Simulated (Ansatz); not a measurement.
# AlClO+ (doublet): wave-function methods side by side, cc-pVTZ

Aim: climb from Hartree-Fock through coupled cluster for AlClO+ (doublet) at one geometry and basis, and see what each rung misses.

The runs use Ansatz 0.2.0, Gaussian basis; cc-pVTZ, core rule «outside noble gas», up to 11 orbitals frozen.

The runs, in order: UHF; CCSD(T) on ROHF; CCSD(T) on UHF; BCCD(T) on ROHF; CCSDT(Q) on ROHF; CCSDT(Q) on UHF.

6 further runs of the same task are left out: 3 for a known fault of the program, 3 set aside as unsound or not needed.

### 1 What is computed

The geometry is a PBE0/def2-TZVP stationary point (not a proven minimum) of the parent state, kept for this charge and spin.

3 atoms, charge 1, spin multiplicity 2.

Atoms are counted from 1 here; the program's logs count them from 0.

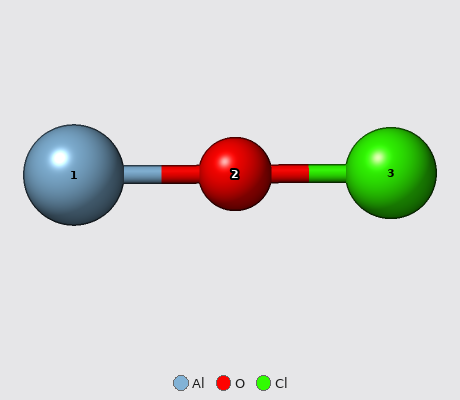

The geometry (aluminium light blue, oxygen red, chlorine green); atoms are numbered from 1 in the order of the file.

In the tables R marks a restricted open-shell determinant and U an unrestricted one; energies count from the table's Hartree-Fock row.

### 2 UHF

File in.yaml:

```yaml
crystal:
  periodic: [false, false, false]
  atoms:
    - {symbol: Al, position_ang: [0.000000, 0.000000, 1.679233]}
    - {symbol: O, position_ang: [0.000000, 0.000000, -0.019667]}
    - {symbol: Cl, position_ang: [0.000000, 0.000000, -1.659567]}
basis:
  gaussian: {orbitals: cc-pVTZ}
total_charge: 1
magnetization: {spin_polarized: true, initial_magnetization: 1}
hamiltonian: {xc: hf}
output: {orbitals: {seedname: orbitals}}
```

Started as:

```sh
> ansatz run in.yaml --threads 1 --pin off --events-out ev --progress --plain --max-ram 4096MiB --backend cpu
```

What it wrote:

```text
Functional definition: HF
  name "HF"
  cite "Fock, Z. Phys. 61, 126 (1930) doi:10.1007/BF01340294"
  parent pbe
  exchange = exact_x
  correlation = 0
929 factors; their error is unknown
mean field evaluation 1: about -21104.4847 eV, gradient 4.6e1 eV
mean field evaluation 2: about -21095.8419 eV, gradient 6.3e1 eV
mean field evaluation 4: about -21115.4258 eV, gradient 2.7e0 eV
mean field evaluation 8: about -21115.5564 eV, gradient 1.3e-1 eV
mean field evaluation 16: about -21104.9370 eV, gradient 4.6e1 eV
mean field evaluation 32: about -21114.4807 eV, gradient 1.6e0 eV
mean field evaluation 64: about -21114.6122 eV, gradient 9.1e0 eV
mean field evaluation 96: about -21114.6453 eV, gradient 1.2e1 eV
mean field -21116.00037302 eV, -775.9987007693 hartree, gradient 1.8e-5 eV, S^2 0.753644; 4 other end points of the search recorded, 0 dependent functions left out
reference -21116.00037302 eV, -775.9987007693 hartree; 19, 18 occupied and 79, 80 virtual orbitals, 929 factors
Total energy: -21116.00037302 eV, -775.9987007693 hartree
```

Wall time 5 s (1 thread of AMD EPYC 7R13, shared host).

From the report: ⟨S²⟩ of the determinant 0.754 (pure doublet: 0.75).

### 3 CCSD(T) on ROHF

Edit in.yaml of step 2 so:

```diff
@@ -9,4 +9,3 @@
 total_charge: 1
-magnetization: {spin_polarized: true, initial_magnetization: 1}
-hamiltonian: {xc: hf}
-output: {orbitals: {seedname: orbitals}}
+magnetization: {spin_polarized: false, initial_magnetization: 1}
+correlation: {method: ccsd_t, electrons: outside_noble_gas}
```

Started as:

```sh
> ansatz run in.yaml --threads 2 --pin off --events-out ev --progress --plain --max-ram 24576MiB --backend cuda --devices 0, --max-vram 18GiB
```

What it wrote, shortened:

```text
Functional definition: HF
  name "HF"
  cite "Fock, Z. Phys. 61, 126 (1930) doi:10.1007/BF01340294"
  parent pbe
[...]
605 factors; integrals over basis functions are off by at most 1.1e-3 eV
[...]
mean field -21115.98555446 eV, -775.9981561972 hartree, gradient 6.9e-6 eV, S^2 0.750000; 3 other end points of the search recorded, 0 dependent functions left out
[...]
determinant -21115.98555446 eV, -775.9981561972 hartree, with singles and doubles -21128.70263424 eV, -776.4655002594 hartree
determinant -21114.36412388 eV, -775.9385697227 hartree, with singles and doubles -21127.71186527 eV, -776.4290901710 hartree
determinant -21114.24752840 eV, -775.9342849176 hartree, with singles and doubles -21127.77444428 eV, -776.4313899074 hartree
11 core orbitals not correlated: weight in the atoms' cores, before any rotation towards them, 1.000 or more for the frozen orbitals, at most 0.000 for the correlated occupied ones
reference -21115.98555446 eV, -775.9981561972 hartree; 8, 7 occupied and 79, 80 virtual orbitals, 605 factors
second order -12.25004289 eV of doubles, -0.00680814 eV of singles
cycle   1  -12.65742831 eV  change   -8.1e-1 eV  update   3.0e-2
[...]
cycle  11  -12.69412710 eV  change    2.0e-6 eV  update   6.3e-6
perturbative correction -0.55284099 eV, -0.0203165316 hartree
Total energy: -21129.23252255 eV, -776.4849732953 hartree
```

Run time: 18 s. Hardware: 1 × H100 (card shared with other runs) with 2 threads of AMD EPYC 7R13, shared host; peak host memory 0.79 GiB.

From the report: correlation -13.2470 eV; T1 0.023; largest double amplitude 0.04.

### 4 CCSD(T) on UHF

Edit in.yaml of step 3 so:

```diff
@@ -9,3 +9,3 @@
 total_charge: 1
-magnetization: {spin_polarized: false, initial_magnetization: 1}
+magnetization: {spin_polarized: true, initial_magnetization: 1}
 correlation: {method: ccsd_t, electrons: outside_noble_gas}
```

Launched as before.

What it wrote, shortened:

```text
Functional definition: HF
  name "HF"
  cite "Fock, Z. Phys. 61, 126 (1930) doi:10.1007/BF01340294"
  parent pbe
[...]
605 factors; integrals over basis functions are off by at most 1.1e-3 eV
[...]
mean field -21116.00074843 eV, -775.9987145654 hartree, gradient 3.7e-6 eV, S^2 0.753644; 5 other end points of the search recorded, 0 dependent functions left out
determinant -21116.00074843 eV, -775.9987145654 hartree, with singles and doubles -21128.69408657 eV, -776.4651861384 hartree
determinant -21114.60369205 eV, -775.9473736904 hartree, with singles and doubles -21127.73127282 eV, -776.4298033855 hartree
11 core orbitals not correlated: weight in the atoms' cores, before any rotation towards them, 1.000 or more for the frozen orbitals, at most 0.000 for the correlated occupied ones
reference -21116.00074843 eV, -775.9987145654 hartree; 8, 7 occupied and 79, 80 virtual orbitals, 605 factors
second order -12.25370000 eV of doubles, -0.00000000 eV of singles
cycle   1  -12.64009007 eV  change   -7.9e-1 eV  update   3.1e-2
[...]
cycle  11  -12.68020021 eV  change   -7.4e-7 eV  update   7.5e-6
perturbative correction -0.55348986 eV, -0.0203403773 hartree
Total energy: -21129.23443850 eV, -776.4850437054 hartree
```

It took 7 s on 1 × H100 (card shared with other runs) with 2 threads of AMD EPYC 7R13, shared host; peak host memory 0.79 GiB.

From the report: ⟨S²⟩ of the determinant 0.754 (pure doublet: 0.75); correlation -13.2337 eV; T1 0.020; largest double amplitude 0.04.

### 5 BCCD(T) on ROHF

Edit in.yaml of step 4 so:

```diff
@@ -9,3 +9,3 @@
 total_charge: 1
-magnetization: {spin_polarized: true, initial_magnetization: 1}
-correlation: {method: ccsd_t, electrons: outside_noble_gas}
+magnetization: {spin_polarized: false, initial_magnetization: 1}
+correlation: {method: bccd_t, electrons: outside_noble_gas}
```

The command is unchanged.

What it wrote, shortened:

```text
Functional definition: HF
  name "HF"
  cite "Fock, Z. Phys. 61, 126 (1930) doi:10.1007/BF01340294"
  parent pbe
[...]
605 factors; integrals over basis functions are off by at most 1.1e-3 eV
[...]
mean field -21115.98555446 eV, -775.9981561972 hartree, gradient 6.9e-6 eV, S^2 0.750000; 3 other end points of the search recorded, 0 dependent functions left out
[...]
determinant -21115.98555446 eV, -775.9981561972 hartree, with singles and doubles -21128.70263424 eV, -776.4655002594 hartree
determinant -21114.36412388 eV, -775.9385697227 hartree, with singles and doubles -21127.71186527 eV, -776.4290901710 hartree
determinant -21114.24752840 eV, -775.9342849176 hartree, with singles and doubles -21127.77444428 eV, -776.4313899074 hartree
11 core orbitals not correlated: weight in the atoms' cores, before any rotation towards them, 1.000 or more for the frozen orbitals, at most 0.000 for the correlated occupied ones
reference -21115.98555446 eV, -775.9981561972 hartree; 8, 7 occupied and 79, 80 virtual orbitals, 605 factors
second order -12.25004289 eV of doubles, -0.00680814 eV of singles
cycle   1  -12.61399968 eV  change   -7.6e-1 eV  update   3.3e-2
[...]
cycle  10  -12.65924860 eV  change    8.1e-6 eV  update   1.0e-5
perturbative correction -0.59281368 eV, -0.0217855009 hartree
Total energy: -21129.23761674 eV, -776.4851605034 hartree
```

Run time: 7 s. Hardware: 1 × H100 (card shared with other runs) with 2 threads of AMD EPYC 7R13, shared host; peak host memory 0.81 GiB.

From the report: correlation -13.2521 eV; largest double amplitude 0.04.

### 6 CCSDT(Q) on ROHF

Edit in.yaml of step 5 so:

```diff
@@ -10,2 +10,2 @@
 magnetization: {spin_polarized: false, initial_magnetization: 1}
-correlation: {method: bccd_t, electrons: outside_noble_gas}
+correlation: {method: ccsdt_q, electrons: outside_noble_gas}
```

Same command.

What it wrote, shortened:

```text
Functional definition: HF
  name "HF"
  cite "Fock, Z. Phys. 61, 126 (1930) doi:10.1007/BF01340294"
  parent pbe
[...]
1172 factors; integrals over basis functions are off by at most 2.0e-7 eV
[...]
mean field -21115.98565100 eV, -775.9981597450 hartree, gradient 7.3e-6 eV, S^2 0.750000; 3 other end points of the search recorded, 0 dependent functions left out
[...]
determinant -21115.98565100 eV, -775.9981597450 hartree, with singles and doubles -21128.70273667 eV, -776.4655040237 hartree
determinant -21114.36419392 eV, -775.9385722965 hartree, with singles and doubles -21127.71194647 eV, -776.4290931553 hartree
determinant -21114.24759937 eV, -775.9342875258 hartree, with singles and doubles -21127.77452599 eV, -776.4313929103 hartree
11 core orbitals not correlated: weight in the atoms' cores, before any rotation towards them, 1.000 or more for the frozen orbitals, at most 0.000 for the correlated occupied ones
reference -21115.98565100 eV, -775.9981597450 hartree; 8, 7 occupied and 79, 80 virtual orbitals, 1172 factors
second order -12.25005544 eV of doubles, -0.00680809 eV of singles
cycle   1  -12.24124126 eV  change    1.6e-2 eV  update   1.2e-1
[...]
cycle  20  -13.26339333 eV  change    1.7e-7 eV  update   1.2e-6
perturbative correction -0.02953497 eV, -0.0010853900 hartree
Total energy: -21129.27857929 eV, -776.4866658496 hartree
```

It took 70 s on 1 × H100 (card shared with other runs) with 2 threads of AMD EPYC 7R13, shared host; peak host memory 2.5 GiB.

From the report: correlation -13.2929 eV; T1 0.024; largest double amplitude 0.05.

### 7 CCSDT(Q) on UHF

Edit in.yaml of step 6 so:

```diff
@@ -9,3 +9,3 @@
 total_charge: 1
-magnetization: {spin_polarized: false, initial_magnetization: 1}
+magnetization: {spin_polarized: true, initial_magnetization: 1}
 correlation: {method: ccsdt_q, electrons: outside_noble_gas}
```

Same command.

What it wrote, shortened:

```text
Functional definition: HF
  name "HF"
  cite "Fock, Z. Phys. 61, 126 (1930) doi:10.1007/BF01340294"
  parent pbe
[...]
1172 factors; integrals over basis functions are off by at most 2.0e-7 eV
[...]
mean field -21116.00084485 eV, -775.9987181089 hartree, gradient 4.0e-6 eV, S^2 0.753644; 5 other end points of the search recorded, 0 dependent functions left out
determinant -21116.00084485 eV, -775.9987181089 hartree, with singles and doubles -21128.69418864 eV, -776.4651898893 hartree
determinant -21114.60376162 eV, -775.9473762469 hartree, with singles and doubles -21127.73135365 eV, -776.4298063558 hartree
11 core orbitals not correlated: weight in the atoms' cores, before any rotation towards them, 1.000 or more for the frozen orbitals, at most 0.000 for the correlated occupied ones
reference -21116.00084485 eV, -775.9987181089 hartree; 8, 7 occupied and 79, 80 virtual orbitals, 1172 factors
second order -12.25371243 eV of doubles, -0.00000000 eV of singles
cycle   1  -12.23209012 eV  change    2.2e-2 eV  update   1.2e-1
[...]
cycle  20  -13.24960507 eV  change   -5.9e-9 eV  update   1.2e-6
perturbative correction -0.03683134 eV, -0.0013535267 hartree
Total energy: -21129.28728126 eV, -776.4869856411 hartree
```

Wall time 70 s (1 × H100 (card shared with other runs) with 2 threads of AMD EPYC 7R13, shared host); peak host memory 1.9 GiB.

From the report: ⟨S²⟩ of the determinant 0.754 (pure doublet: 0.75); correlation -13.2864 eV; T1 0.022; largest double amplitude 0.05.

### 8 All levels against the top one

The yardstick is UCCSDT(Q), where the cluster series has nearly closed. Rows without a time come out of other runs: HF, MP2 and CCSD of CCSD(T), CCSDT of CCSDT(Q).

Differences are taken before rounding.

| method | energy from the lowest RHF (meV) | from UCCSDT(Q) (meV) | time |
| --- | --- | --- | --- |
| RHF | 0.0 | +13301.7 |  |
| UHF | -15.2 | +13286.5 |  |
| RMP2 | -12256.9 | +1044.9 |  |
| UMP2 | -12268.9 | +1032.8 |  |
| RCCSD | -12694.1 | +607.6 |  |
| UCCSD | -12695.4 | +606.3 |  |
| RCCSD(T) | -13247.0 | +54.8 | 18 s |
| UCCSD(T) | -13248.9 | +52.8 | 7 s |
| BCCD(T) | -13252.1 | +49.7 | 7 s |
| RCCSDT | -13263.5 | +38.2 |  |
| UCCSDT | -13264.9 | +36.8 |  |
| RCCSDT(Q) | -13293.0 | +8.7 | 70 s |
| UCCSDT(Q) | -13301.7 | 0 | 70 s |

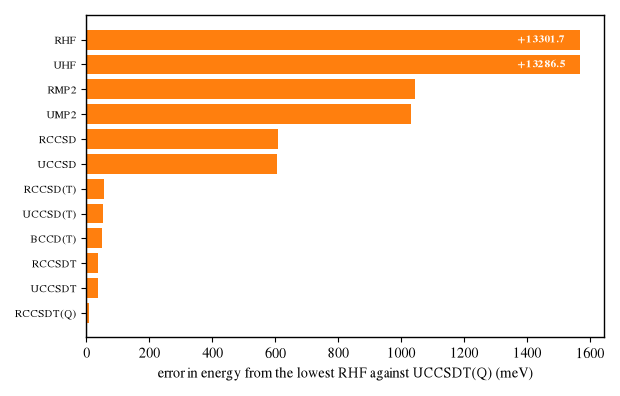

Error of each method against UCCSDT(Q). Bars with a number in them are cut short.

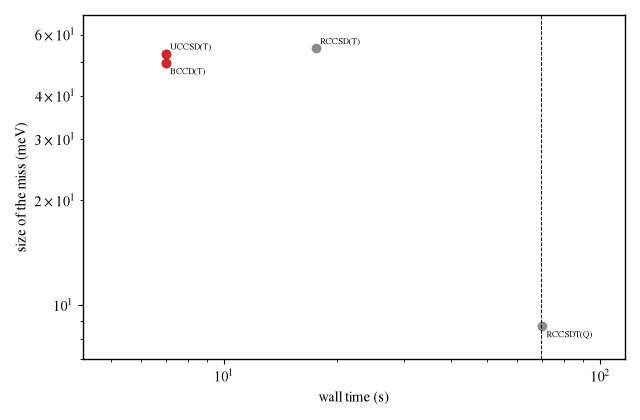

Miss against cost. Red marks the levels that no quicker level drawn beats (of those quicker than the yardstick), and the dashed line is the time of UCCSDT(Q). Times are from a shared host.

### 9 Results

```
                         quantity                      value
   UCCSDT(Q) below the RHF energy                -13.3017 eV
              RMP2 from UCCSDT(Q)                +1044.9 meV
              UMP2 from UCCSDT(Q)                +1032.8 meV
             RCCSD from UCCSDT(Q)                 +607.6 meV
          RCCSD(T) from UCCSDT(Q)                  +54.8 meV
          UCCSD(T) from UCCSDT(Q)                  +52.8 meV
         RCCSDT(Q) from UCCSDT(Q)                   +8.7 meV
levels within 1 kcal/mol (43 meV)  RCCSDT, UCCSDT, RCCSDT(Q)
                    T1 diagnostic                      0.023
```

What this shows: RCCSD(T) misses by +54.8 meV, 0.4 % of the correlation energy. These misses are within one basis, not against nature; the frozen cores of restricted and unrestricted runs differ, which can shift their rows.

For cost: BCCD(T) gets within 49.7 meV in 7 s, where UCCSDT(Q) took 70 s; the quickest level in the cost chart, UCCSD(T), takes 7 s and misses by 52.8 meV.
